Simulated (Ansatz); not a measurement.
# Tunnelling decay and corrugation (surface alloy): Al(100)-p(2x2)-K surface alloy; Rh(111)-(√3×√3)R30°-Ag surface alloy; and others

A simple barrier model says that the current falls as exp(−2κz) with κ = 0.512 √φ (Å⁻¹, φ in eV). How well does that hold over real surfaces, and how fast does atomic contrast fade as the tip draws back?

Set-up. Ansatz 0.2.0, plane waves with PAW datasets (its set soft_2), functional as listed; relaxed slabs, Tersoff-Hamann images of the filled states within the window listed under the Fermi level. κ is fitted to the planar mean between 3 and 5 Å over the top atom; the model's barrier is the work function plus half the window. A setpoint is the mean density at the height named.

What came out:

```tsv
surface	functional	work function (eV)	window (eV)	κ, model (Å⁻¹)	κ, fitted (Å⁻¹)	near setpoint (Å): corrugation (Å)	far setpoint (Å): corrugation (Å)
Al(100)-p(2x2)-K surface alloy	LDA	2.24	0.30	0.79	0.91	2.5: 0.304	4: 0.285
W(100)-p(2x2)-K surface alloy	PBE	2.73	0.50	0.88	0.84	3: 0.284	5: 0.181
Ir(111)-(√3×√3)R30°-Na surface alloy	LDA	3.40	0.40	0.97	0.98	2.5: 0.109	4: 0.036
V(100)-c(2x2)-Mn surface alloy	PBEsol	3.83	0.20	1.02	1.04	2.5: 0.148	4: 0.064
Fe(110)-(2x1)-In surface alloy	PBE	4.08	0.40	1.06	1.17	2.5: 0.493	4: 0.249
Pt(110)-(2x1)-Sb surface alloy	PBEsol	4.51	0.30	1.11	1.19	3: 0.734	4.5: 0.391
Ag(110)-(1x2)-Sb surface alloy	LDA	4.53	0.30	1.11	1.22	3: 0.971	4.5: 0.634
Ag(110)-(2x1)-Sb surface alloy	LDA	4.64	0.50	1.13	1.21	2.5: 1.153	4: 0.754
Rh(100)-p(2x2)-Tl surface alloy	PBE-D3(BJ)	4.68	0.20	1.12	1.19	3: 0.174	5: 0.016
Rh(111)-(√3×√3)R30°-Ag surface alloy	PBE-D3(BJ)	4.99	0.30	1.16	1.18	2.5: 0.087	4: 0.012
```

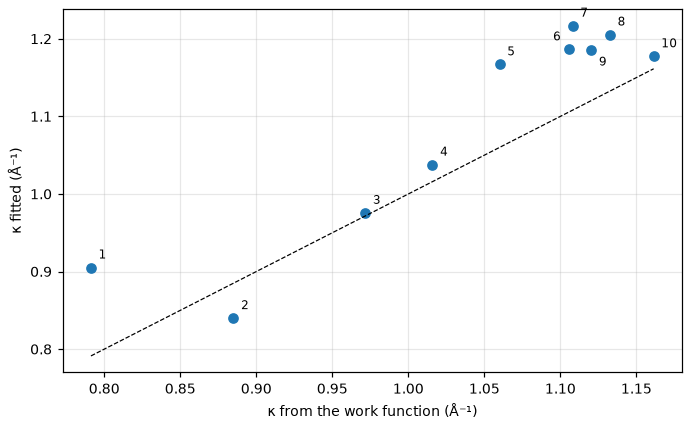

Fitted against model decay constants; points are numbered as the table's rows, and the dashed line marks equality.

**Reading.** The fitted κ is 0.95 to 1.15 times the model's, and larger in 9 of 10. Momentum along the surface adds to κ² and raises it, while a barrier that has not reached its full height this near the surface lowers it. Worked for Al(100)-p(2x2)-K surface alloy: 0.512 × √(2.24 + 0.15) = 0.79 Å⁻¹; with the fitted 0.91 Å⁻¹ the current falls by exp(2 × 0.91) = 6.2 per Å. Where it is still over 0.005 Å at the far setpoint (10 rows), the corrugation falls by a factor of 1.0 to 3.8 per Å.

**Limits.** The model has an s-wave tip and no forces between tip and sample. Semilocal potentials reach the vacuum level too fast, without an image tail. The surfaces are built from prototypes and need not be the stable ones; functionals, windows and heights differ between rows (the narrowest window from 0.2 eV on is taken, and runs with charge in the vacuum are left out), and rows with Cr, Mn, Fe, Co, Ni or Gd rest on one magnetic start or none. The table is a selection: not every member that was run is listed.

[Logs are printed without paths, hosts, clocks, repeated set-up lines and the standing remarks that a program may print on its own settings, such as how far it seeks lower states.]
